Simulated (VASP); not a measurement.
Band structure of NaH (rock salt). Level of theory: LDA (Ceperley-Alder, Perdew-Zunger), VASP's LDA PAW potentials (set 64) (plane waves; VASP).

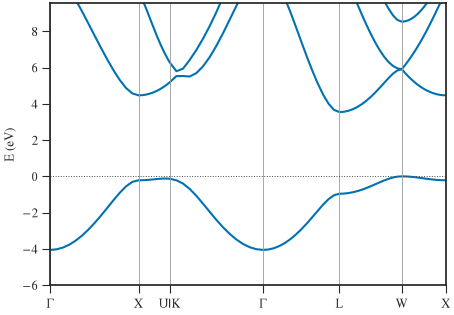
Figure: Bands along high-symmetry lines, zero at the valence-band maximum or, without a gap, the Fermi level

**Question.** Read the plot: is there a gap, and where are the band edges?

**Answer.** The gap is indirect, 3.55 eV, from the valence maximum at W to the conduction minimum at L. (Edges off the drawn lines would not show.)

The compound is NaH in the rock salt structure. It was relaxed first, which changed the volume by -11 %.
